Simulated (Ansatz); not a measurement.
# One shape, several levels: doublet CH7BNP+

Wanted: a comparison of 6 runs (UHF/STO-3G, UHF/3-21G, UB3LYP/6-31G*, UPBE0/def2-SVP, UMP2/def2-SVP, UCCSD/def2-SVP) of doublet CH7BNP+. 

The calculation is run with Ansatz 0.2.0.

94 further runs of the same task are left out: 94 set aside as unsound or not needed.

## 1. Starting point

CH7BNP+: 11 atoms, total charge +1, spin state doublet. As SMILES of the parent species, `CB(N)P`. Geometry: relaxed at PBE0-D4/def2-TZVP. This is one conformer, not always the lowest. That shape belongs to the parent species and isn't relaxed for this state.

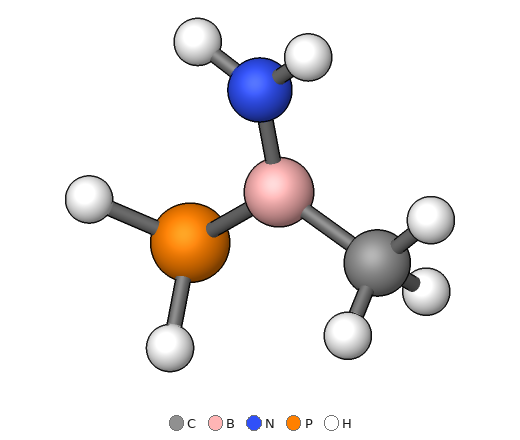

Viewed from a chosen angle; carbon grey, boron pink, nitrogen blue, phosphorus orange, hydrogen white.

## 2. The energy at UHF/STO-3G (run 1)

The input, molecule.yaml:

```yaml
crystal:
  periodic: [false, false, false]
  atoms:
    - symbol: C
      position_ang: [-1.093200, 0.922600, -0.128000]
    - symbol: B
      position_ang: [0.002900, -0.179800, 0.111900]
    - symbol: N
      position_ang: [0.427100, -0.495900, 1.401400]
    - symbol: P
      position_ang: [0.670900, -1.204900, -1.389100]
    - symbol: H
      position_ang: [-1.903500, 0.553200, -0.763700]
    - symbol: H
      position_ang: [-1.537000, 1.299300, 0.798300]
    - symbol: H
      position_ang: [-0.659600, 1.776600, -0.659200]
    - symbol: H
      position_ang: [1.134100, -1.179200, 1.611000]
    - symbol: H
      position_ang: [0.043300, -0.049800, 2.218400]
    - symbol: H
      position_ang: [2.007200, -1.393300, -0.948800]
    - symbol: H
      position_ang: [0.973300, -0.105700, -2.231400]
basis:
  gaussian: {orbitals: STO-3G}
total_charge: 1
magnetization: {spin_polarized: true, initial_magnetization: 1}
hamiltonian: {xc: hf}
accuracy: high
output: {orbitals: {seedname: orbitals}}
```

On the command line:

```console
ansatz run molecule.yaml --threads 1 --pin off --max-ram 3480MiB --events-out events.jsonl --progress --plain --runs-dir runs
```

What it wrote:

```text
Warning: RAYON_NUM_THREADS=1 ignored (pool sized by the plan → 1); use --threads N
Functional definition: HF
  name "HF"
  exchange = exact_x
  correlation = 0
632 factors; integrals over basis functions are off by at most 5.1e-9 eV
mean field evaluation 1: about -12415.7936 eV, gradient 1.6e1 eV
mean field evaluation 2: about -12415.9101 eV, gradient 1.6e1 eV
mean field evaluation 4: about -12417.8810 eV, gradient 1.5e0 eV
mean field evaluation 8: about -12417.9206 eV, gradient 9.8e-4 eV
mean field evaluation 16: about -12415.7426 eV, gradient 6.2e0 eV
mean field -12417.91889843 eV, -456.3501023495 hartree, gradient 1.3e-8 eV, S^2 0.755451; 0 other end points of the search recorded, 0 dependent functions left out
reference -12417.91889843 eV, -456.3501023495 hartree; 20, 19 occupied and 11, 12 virtual orbitals, 632 factors
Total energy: -12417.91889843 eV, -456.3501023495 hartree
```

It took 0.32 s on 1 thread of Intel Xeon 6975P-C (Granite Rapids), shared host.

## 3. The energy at UHF/3-21G (run 2)

The input, run.yaml:

```yaml
crystal:
  periodic: [false, false, false]
  atoms:
    - {symbol: C, position_ang: [-1.093200, 0.922600, -0.128000]}
    - {symbol: B, position_ang: [0.002900, -0.179800, 0.111900]}
    - {symbol: N, position_ang: [0.427100, -0.495900, 1.401400]}
    - {symbol: P, position_ang: [0.670900, -1.204900, -1.389100]}
    - {symbol: H, position_ang: [-1.903500, 0.553200, -0.763700]}
    - {symbol: H, position_ang: [-1.537000, 1.299300, 0.798300]}
    - {symbol: H, position_ang: [-0.659600, 1.776600, -0.659200]}
    - {symbol: H, position_ang: [1.134100, -1.179200, 1.611000]}
    - {symbol: H, position_ang: [0.043300, -0.049800, 2.218400]}
    - {symbol: H, position_ang: [2.007200, -1.393300, -0.948800]}
    - {symbol: H, position_ang: [0.973300, -0.105700, -2.231400]}
basis:
  gaussian:
    orbitals: 3-21G.json
total_charge: 1
magnetization:
  spin_polarized: true
  initial_magnetization: 1
hamiltonian:
  xc: hf
accuracy: high
output:
  orbitals: {seedname: orbitals}
```

The basis set 3-21G is read from a file made from the Basis Set Exchange's data (not shown).

On the command line:

```console
ansatz run run.yaml --threads 1 --pin off --max-ram 3480MiB --events-out events.jsonl --progress --plain --runs-dir runs
```

What it wrote:

```text
Warning: RAYON_NUM_THREADS=1 ignored (pool sized by the plan → 1); use --threads N
[... 4 set-up lines as earlier in the session ...]
1320 factors; integrals over basis functions are off by at most 9.0e-9 eV
mean field evaluation 1: about -12489.2820 eV, gradient 3.1e1 eV
mean field evaluation 2: about -12489.5863 eV, gradient 3.1e1 eV
mean field evaluation 4: about -12494.1754 eV, gradient 2.3e0 eV
mean field evaluation 8: about -12494.2500 eV, gradient 1.9e-1 eV
mean field evaluation 16: about -12494.2515 eV, gradient 2.1e-6 eV
mean field evaluation 32: about -12477.6432 eV, gradient 3.4e1 eV
mean field -12494.25149846 eV, -459.1552736605 hartree, gradient 6.8e-8 eV, S^2 0.758442; 2 other end points of the search recorded, 0 dependent functions left out
reference -12494.25149846 eV, -459.1552736605 hartree; 20, 19 occupied and 34, 35 virtual orbitals, 1320 factors
Total energy: -12494.25149846 eV, -459.1552736605 hartree
```

Run time: 0.82 s. Hardware: 1 thread of Intel Xeon 6975P-C (Granite Rapids), shared host; peak memory 0.17 GiB.

Run 3 isn't shown in full; the table further down has it.

## 4. The energy at UPBE0/def2-SVP (run 4)

The input, input.yaml:

```yaml
crystal:
  periodic: [false, false, false]
  atoms:
    - symbol: C
      position_ang: [-1.093200, 0.922600, -0.128000]
    - symbol: B
      position_ang: [0.002900, -0.179800, 0.111900]
    - symbol: "N"
      position_ang: [0.427100, -0.495900, 1.401400]
    - symbol: P
      position_ang: [0.670900, -1.204900, -1.389100]
    - symbol: H
      position_ang: [-1.903500, 0.553200, -0.763700]
    - symbol: H
      position_ang: [-1.537000, 1.299300, 0.798300]
    - symbol: H
      position_ang: [-0.659600, 1.776600, -0.659200]
    - symbol: H
      position_ang: [1.134100, -1.179200, 1.611000]
    - symbol: H
      position_ang: [0.043300, -0.049800, 2.218400]
    - symbol: H
      position_ang: [2.007200, -1.393300, -0.948800]
    - symbol: H
      position_ang: [0.973300, -0.105700, -2.231400]
basis:
  gaussian:
    orbitals: def2-SVP
total_charge: 1
magnetization:
  spin_polarized: true
  initial_magnetization: 1
hamiltonian:
  xc: pbe0
accuracy: high
output:
  orbitals: {seedname: orbitals}
```

On the command line:

```console
ansatz run input.yaml --threads 1 --pin off --max-ram 3480MiB --events-out events.jsonl --progress --plain --runs-dir runs
```

What it wrote:

```text
Warning: RAYON_NUM_THREADS=1 ignored (pool sized by the plan → 1); use --threads N
Functional definition: PBE0
  name "PBE0"
  parameter a = 0.25
  parameter kappa = 0.804
  parameter beta = 0.06672455060314922
  exchange = (1 - a)*pbe_x(kappa = kappa, mu = beta*pi^2/3) + a*exact_x
  correlation = pbe_c(beta = beta)
2303 factors; integrals over basis functions are off by at most 3.8e-9 eV
mean field evaluation 1: about -12569.4679 eV, gradient 5.8e1 eV
mean field evaluation 2: about -12520.4822 eV, gradient 9.8e1 eV
mean field evaluation 4: about -12585.3079 eV, gradient 8.0e0 eV
mean field evaluation 8: about -12585.8739 eV, gradient 1.1e0 eV
mean field evaluation 16: about -12585.8872 eV, gradient 5.0e-3 eV
mean field evaluation 32: about -12585.8872 eV, gradient 4.1e-7 eV
mean field -12585.88718468 eV, -462.5228230161 hartree, gradient 5.7e-8 eV, S^2 0.756754; 2 other end points of the search recorded, 0 dependent functions left out
reference -12585.88718718 eV, -462.5228231080 hartree; 20, 19 occupied and 75, 76 virtual orbitals, 2303 factors
Total energy: -12585.88718718 eV, -462.5228231080 hartree
```

Wall time 11 s (1 thread of Intel Xeon 6975P-C (Granite Rapids), shared host); peak memory 0.47 GiB.

Run 5 isn't shown in full; the table further down has it.

## 5. A single-point energy at UCCSD/def2-SVP (run 6)

The input, in.yaml:

```yaml
crystal:
  periodic: [false, false, false]
  atoms:
    - symbol: C
      position_ang: [-1.093200, 0.922600, -0.128000]
    - symbol: B
      position_ang: [0.002900, -0.179800, 0.111900]
    - symbol: N
      position_ang: [0.427100, -0.495900, 1.401400]
    - symbol: P
      position_ang: [0.670900, -1.204900, -1.389100]
    - symbol: H
      position_ang: [-1.903500, 0.553200, -0.763700]
    - symbol: H
      position_ang: [-1.537000, 1.299300, 0.798300]
    - symbol: H
      position_ang: [-0.659600, 1.776600, -0.659200]
    - symbol: H
      position_ang: [1.134100, -1.179200, 1.611000]
    - symbol: H
      position_ang: [0.043300, -0.049800, 2.218400]
    - symbol: H
      position_ang: [2.007200, -1.393300, -0.948800]
    - symbol: H
      position_ang: [0.973300, -0.105700, -2.231400]
basis:
  gaussian:
    orbitals: def2-SVP
total_charge: 1
magnetization:
  spin_polarized: true
  initial_magnetization: 1
correlation:
  method: ccsd
  frozen_orbitals: {B: 1, C: 1, H: 0, "N": 1, P: 5}
accuracy: high
scf:
  omitted_lower_state_checks: [cluster_reference, increment]
```

On the command line:

```console
ansatz run in.yaml --threads 1 --pin off --max-ram 3480MiB --events-out events.jsonl --progress --plain --runs-dir runs
```

What it wrote:

```text
Warning: RAYON_NUM_THREADS=1 ignored (pool sized by the plan → 1); use --threads N
[... 13 lines left out ...]
8 core orbitals not correlated: weight in the atoms' cores, before any rotation towards them, 1.000 or more for the frozen orbitals, at most 0.000 for the correlated occupied ones
[... 32 lines left out ...]
Total energy: -12569.84200779 eV, -461.9331736415 hartree
Checks for a lower state left out: cluster_reference, increment
```

Run time: 48 s. Hardware: 1 thread of Intel Xeon 6975P-C (Granite Rapids), shared host; peak memory 1.3 GiB.

## 6. Overview of the runs

```tsv
run	level	frozen core orbitals	energy (Eh)	HOMO energy (eV)	LUMO energy (eV)	⟨S²⟩	wall time
1	UHF/STO-3G	–	-456.350102	-15.34	-4.82	0.755	0.32 s
2	UHF/3-21G	–	-459.155274	-16.61	-7.21	0.758	0.82 s
3	UB3LYP/6-31G* (spherical functions)	–	-462.993761	-13.35	-11.32	0.756	7.8 s
4	UPBE0/def2-SVP	–	-462.522823	-13.68	-11.11	0.757	11 s
5	UMP2/def2-SVP	8	-461.877060	–	–	0.759	4.5 s
6	UCCSD/def2-SVP	8	-461.933174	–	–	0.759	48 s
```

## 7. Outcome

| quantity | value |
| --- | --- |
| run 6: total energy | -461.93317 Eh |
| run 6: correlation energy (8 core orbitals frozen) | -556.6 mEh |
| run 6: ⟨S²⟩ of the reference determinant | 0.759 |
| run 6: T1 diagnostic | 0.021 |

In words: Totals of different functionals can't be ranked against each other. In run 1 the basis is minimal, so the values are rough. All runs together took 72 s, the longest 48 s.
